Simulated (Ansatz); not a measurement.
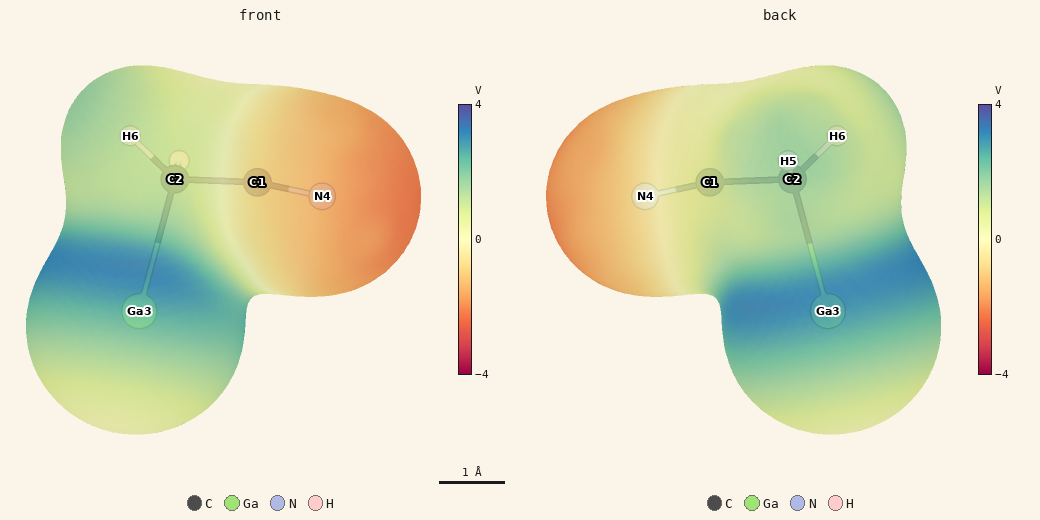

C2H2GaN (SMILES N#C[CH2][Ga]). The molecular electrostatic potential painted on the density surface at 0.004 e/bohr³, seen from the front and from behind; red is negative and blue positive.

Geometry: B3LYP-D3(BJ)/def2-SVP.

All numbers below come from isolated molecule in a Gaussian basis; Kohn-Sham density functional theory, functional PBE0 (Ansatz 0.2.0).

Input file:

```
crystal:
  periodic: [false, false, false]
  atoms:
    - symbol: C
      position_ang: [-1.735322, -0.286722, -0.781322]
    - symbol: C
      position_ang: [-0.883850, -1.420085, -1.022038]
    - symbol: Ga
      position_ang: [0.280780, -0.610940, -2.631126]
    - symbol: "N"
      position_ang: [-2.332851, 0.712902, -0.723213]
    - symbol: H
      position_ang: [-1.453430, -2.310746, -1.332737]
    - symbol: H
      position_ang: [-0.261967, -1.667448, -0.146649]
basis:
  gaussian: {orbitals: def2-TZVPD}
hamiltonian: {xc: pbe0}
output: {forces: true, orbitals: {seedname: orbitals}}
```

Command:

```sh
ansatz run input.yaml --threads 2 --pin off --max-ram 4350MiB --events-out events.jsonl --progress --plain --runs-dir runs
```

### Which sites attract a positive test charge, and which a negative one?

A positive charge is drawn to the negative regions and a negative charge to the positive ones. The most negative region (about −2.3 V) lies over N4, the most positive (about +3.3 V) over Ga3. N4 is the likeliest acceptor of a hydrogen bond.

### How polar is the molecule by this calculation?

Its dipole moment is 4.71 D.
